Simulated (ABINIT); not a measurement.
**Convergence study of shifted k-point meshes for Na (Im-3m, 1 atom in the cell)**

```xyz
1
Lattice="-2.1406 2.1406 2.1406 2.1406 -2.1406 2.1406 2.1406 2.1406 -2.1406" Properties=species:S:1:pos:R:3 pbc="T T T"
Na     0.0000     0.0000     0.0000
```

Method of the run: PBE, PAW (JTH v2.0 PBE PAW) (plane waves; ABINIT).

Base settings: pseudos = [Na.GGA_PBE-JTH.xml]; ecut = 30 Ha; pawecutdg = 60 Ha; occopt = 3; tsmear = 0.1 eV; ngkpt = 5 5 5; nshiftk = 1; shiftk = 0 0 0; potentials = JTH v2.0 PBE PAW; nband = 10.

In this ladder: shiftk = 0.5 0.5 0.5.

Only quantities that move along the ladder and can be compared are tabulated.

These are the values that this program gave, and no reference: the one-centre exchange-correlation terms come from a truncated expansion.

The count of work is k-points × plane waves × bands × iterations; it is no time. Core times come from one kind of shared machine, to one figure; runs under 30 s give none.

The starting cell has typed, rounded lattice constants, without a prior relaxation at this level. Its lattice was rescaled by up to half a per cent. Without a gap this mesh is coarse (it stands for a supercell whose shortest vector is 19 Å).

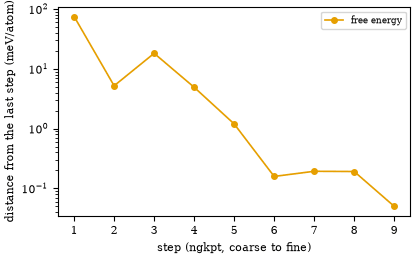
Fig. 1. Distance from the last step along the ladder; very small values are drawn at a floor.

| ngkpt | free energy less the last step's (meV/atom) | pressure (GPa) | count of work / last | core time / last (rough) |
|---|---|---|---|---|
| 2 2 2 | 74.97 | -0.23 | 0.0040 | – |
| 4 4 4 | -5.19 | -0.62 | 0.012 | – |
| 6 6 6 | -18.15 | -0.73 | 0.028 | – |
| 8 8 8 | -4.91 | -0.70 | 0.051 | – |
| 10 10 10 | -1.20 | -0.69 | 0.087 | – |
| 13 13 13 | 0.16 | -0.68 | 0.17 | 0.2 |
| 16 16 16 | 0.19 | -0.68 | 0.28 | 0.3 |
| 19 19 19 | -0.19 | -0.68 | 0.43 | 0.6 |
| 23 23 23 | -0.03 | -0.68 | 0.72 | 1 |
| 26 26 26 | 0.00 | -0.68 | 1.0 | 1 |

Coarsest ngkpt that holds the pressure within 0.05 GPa of the last step, with all finer ones: 6 6 6, at 0.028 of the last step's count of work; the step before is off by 0.06 GPa.

Coarsest ngkpt that holds the free energy within 0.5 meV/atom of the last step, with all finer ones: 13 13 13, at 0.17 of the last step's count of work and about 0.2 of the last step's time; the step before is off by 1.2 meV/atom.
